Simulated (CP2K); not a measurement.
**Two attempts at CH6BNOSi (SMILES BO/C=N\[SiH3])**

Wanted: the energy of CH6BNOSi, GFN2-xTB.

Program for the calculation: CP2K 2026.2.

### Step 1. The molecule

CH6BNOSi: 11 atoms, total charge 0, spin state singlet. SMILES: `BO/C=N\[SiH3]`. The coordinates come from a GFN2-xTB relaxation. This is one conformer, not always the lowest.

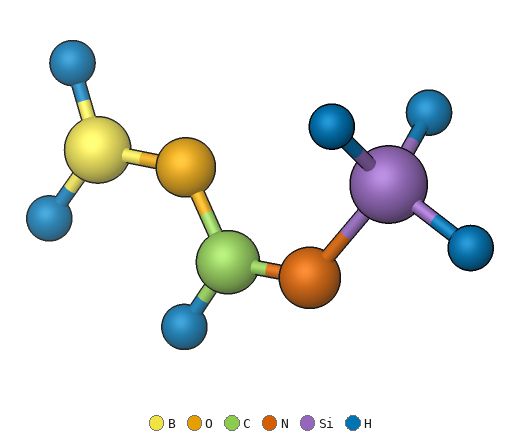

Viewed from a chosen angle; boron yellow, oxygen amber, carbon green, nitrogen orange, silicon purple, hydrogen blue.

### Step 2. The input as first written

Contents of molecule.inp:

```
&GLOBAL
 PROJECT_NAME molecule
 RUN_TYPE ENERGY
 PRINT_LEVEL MEDIUM
&END GLOBAL

&FORCE_EVAL
 METHOD QS
 &DFT
  # Quickstep
  &QUICKSTEP
   METHOD XTB
   EPS_DEFAULT 1.0E-10
   &XTB
    GFN_TYPE TBLITE
    &TBLITE
     METHOD GFN2
    &END TBLITE
    CHECK_ATOMIC_CHARGES F
   &END XTB
  &END QS
  &POISSON
   PERIODIC NONE
   POISSON_SOLVER ANALYTIC
  &END POISSON
  # self-consistent field
  &SCF
   SCF_GUESS ATOMIC
   EPS_SCF 1.0E-07
   MAX_SCF 150
   ADDED_MOS 8
   &DIAGONALIZATION
    ALGORITHM STANDARD
   &END DIAGONALIZATION
   &MIXING
    METHOD DIRECT_P_MIXING
    ALPHA 0.4
   &END MIXING
   &SMEAR ON
    METHOD FERMI_DIRAC
    ELECTRONIC_TEMPERATURE [K] 300
   &END SMEAR
  &END SCF
  # extra output
  &PRINT
   &MOMENTS
    PERIODIC F
    REFERENCE COM
    MAX_MOMENT 1
   &END MOMENTS
   &MO ON
    ENERGIES T
    OCCUPATION_NUMBERS T
    NDIGITS 6
    &EACH
     QS_SCF 0
    &END EACH
    ADD_LAST NUMERIC
   &END MO
   &HIRSHFELD OFF
   &END HIRSHFELD
  &END PRINT
 &END DFT
 &SUBSYS
  &CELL
   ABC 18 14.5 15.1
   PERIODIC NONE
  &END CELL
  &COORD
   UNIT bohr
   B     -3.8317032     1.2835020     1.7829377
   O     -1.5497266     0.6747645     0.8867162
   C     -1.1229509    -1.0115137    -0.9917472
   N      1.0047485    -1.5694364    -1.8112080
   Si     3.8887729    -0.3609755    -0.7808726
   H     -5.6855056     0.3569315     0.9658012
   H     -3.8571011     2.7781053     3.4099919
   H     -2.8192257    -1.8905198    -1.7817661
   H      4.2897728    -0.9114149     1.8987212
   H      5.6761893    -1.7195563    -2.3847021
   H      4.0067107     2.3701323    -1.1938534
  &END COORD
  &TOPOLOGY
   &CENTER_COORDINATES
   &END CENTER_COORDINATES
  &END TOPOLOGY
 &END SUBSYS
&END FORCE_EVAL
```

Started as:

```
OMP_NUM_THREADS=1 cp2k.psmp -i molecule.inp > molecule.out 2>&1
```

Standard output:

```text
Possible matches for unknown subsection

 QUICKSTEP

   keyword UKS in section %__ROOT__%FORCE_EVAL%DFT score:  104
   keyword MULTIP in section %__ROOT__%FORCE_EVAL%DFT score:  104
   keyword ROKS in section %__ROOT__%FORCE_EVAL%DFT score:  103
   enum MULLIKEN in section %__ROOT__%FORCE_EVAL%DFT for keyword PLUS_U_METHOD score:  103
   keyword SUBCELLS in section %__ROOT__%FORCE_EVAL%DFT score:  103

 *******************************************************************************
 *   ___                                                                       *
 *  /   \                                                                      *
 * [ABORT]                                                                     *
 *  \___/               unknown subsection QUICKSTEP of section DFT            *
 *    |                                                                        *
 *  O/|                                                                        *
 * /| |                                                                        *
 * / \                                               input/input_parsing.F:192 *
 *******************************************************************************

 ===== Routine Calling Stack =====

            4 section_vals_parse
            3 section_vals_parse
            2 section_vals_parse
            1 read_input
```

Run time: 0.87 s. Hardware: 1 thread of Intel Xeon 6975P-C (Granite Rapids), shared host; peak memory 0.16 GiB.

### Step 3. Reading the log

The input was rejected.

The log says `\___/               unknown subsection QUICKSTEP of section DFT`. Cause: unknown section.

### Step 4. Second attempt

Contents of qs.inp:

```
&GLOBAL
 PROJECT_NAME qs
 RUN_TYPE ENERGY
 PRINT_LEVEL MEDIUM
&END GLOBAL

&FORCE_EVAL
 METHOD Quickstep
 &DFT
  &QS
   METHOD XTB
   EPS_DEFAULT 1.0E-08
   &XTB
    GFN_TYPE TBLITE
    &TBLITE
     METHOD GFN2
    &END TBLITE
    CHECK_ATOMIC_CHARGES F
   &END XTB
  &END QS
  # cluster boundary conditions
  &POISSON
   PERIODIC NONE
   POISSON_SOLVER ANALYTIC
  &END POISSON
  &SCF
   SCF_GUESS ATOMIC
   EPS_SCF 1.0E-07
   MAX_SCF 150
   ADDED_MOS 8
   LEVEL_SHIFT 0.1
   &DIAGONALIZATION
    ALGORITHM STANDARD
   &END DIAGONALIZATION
   &MIXING
    METHOD DIRECT_P_MIXING
    ALPHA 0.4
   &END MIXING
   &SMEAR ON
    METHOD FERMI_DIRAC
    ELECTRONIC_TEMPERATURE [K] 300
   &END SMEAR
  &END SCF
  &PRINT
   &MOMENTS
    PERIODIC F
    REFERENCE COM
    MAX_MOMENT 1
   &END MOMENTS
   &MO ON
    ENERGIES T
    OCCUPATION_NUMBERS T
    NDIGITS 6
    &EACH
     QS_SCF 0
    &END EACH
    ADD_LAST NUMERIC
   &END MO
   &HIRSHFELD OFF
   &END HIRSHFELD
  &END PRINT
 &END DFT
 # atoms, cell and kinds
 &SUBSYS
  # vacuum box
  &CELL
   ABC 18 14.5 15.1
   PERIODIC NONE
  &END CELL
  &COORD
   UNIT bohr
   B     -3.8317032     1.2835020     1.7829377
   O     -1.5497266     0.6747645     0.8867162
   C     -1.1229509    -1.0115137    -0.9917472
   N      1.0047485    -1.5694364    -1.8112080
   Si     3.8887729    -0.3609755    -0.7808726
   H     -5.6855056     0.3569315     0.9658012
   H     -3.8571011     2.7781053     3.4099919
   H     -2.8192257    -1.8905198    -1.7817661
   H      4.2897728    -0.9114149     1.8987212
   H      5.6761893    -1.7195563    -2.3847021
   H      4.0067107     2.3701323    -1.1938534
  &END COORD
  &TOPOLOGY
   &CENTER_COORDINATES
   &END CENTER_COORDINATES
  &END TOPOLOGY
 &END SUBSYS
&END FORCE_EVAL
```

Started as:

```
OMP_NUM_THREADS=1 cp2k.psmp qs.inp > qs.out
```

Standard output:

```text
CP2K| version string:                                       CP2K version 2026.2
[...]
 GLOBAL| Method name                                                        CP2K
[...]
 GLOBAL| Run type                                                         ENERGY
[...]
                             - Atoms:                                         11
[...]
                             - Spherical basis functions:                     31
[...]
 Number of electrons:                                                         28
[...]
  *** SCF run converged in    35 steps ***
[...]
  Fermi energy:                                                -0.31096560470387
[...]
 TB_DIPOLE| Moment [Debye]         -0.22885855       0.22183010       0.26756750
 TB_DIPOLE| Derivative [a.u.]       0.00000000       0.00000000       0.00000000
[...]
 ENERGY| Total FORCE_EVAL ( QS ) energy [hartree]            -15.201238046486319
[...]
```

Wall time 0.91 s (1 thread of Intel Xeon 6975P-C (Granite Rapids), shared host); peak memory 0.19 GiB.

### Step 5. Summary of results

At GFN2-xTB:

| quantity | value |
| --- | --- |
| total energy | -15.20124 Eh |
| dipole moment (from atomic charges alone) | 0.42 D |
| HOMO energy | -10.50 eV |
| LUMO energy | -7.57 eV |
| HOMO–LUMO gap | 2.93 eV |

In words: The dipole comes from point charges on the atoms alone, without atomic dipoles, so it is partial.
